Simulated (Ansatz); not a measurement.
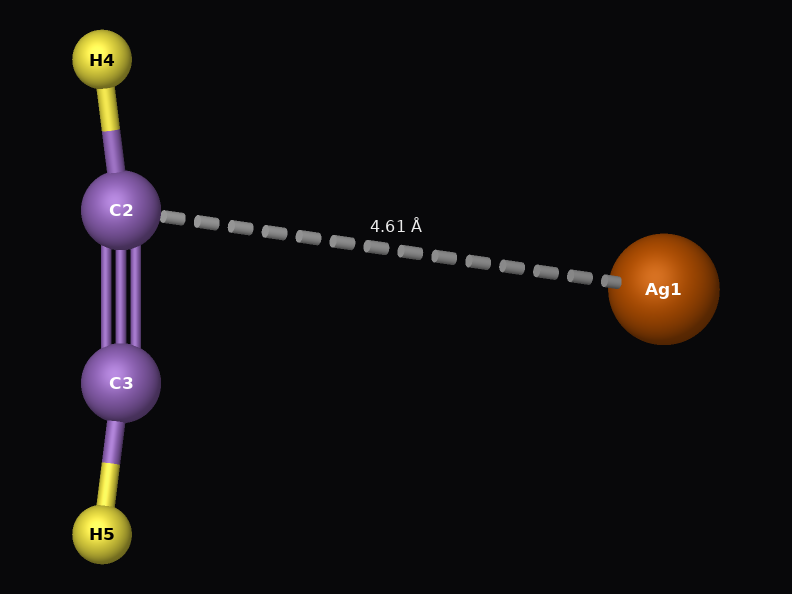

Two molecules or ions; the broken line marks their closest contact (measured against van der Waals radii). State: charge +1, singlet. Geometry: a pair of rigid molecules at a changed separation. Program: Ansatz 0.2.0.

Q: Which two species are they?

A: Ag and C2H2 (`C#C.[Ag+]`).

Give the counterpoise-corrected interaction energy (kJ/mol, monomers kept as in the pair) with RHF-CCSD(T) (frozen core)/def2-TZVPPD; ωB97M-V/def2-TZVPPD.

```tsv
level	interaction energy (kJ/mol)
RHF-CCSD(T) (frozen core)/def2-TZVPPD	−18.4
ωB97M-V/def2-TZVPPD	−20.4
```
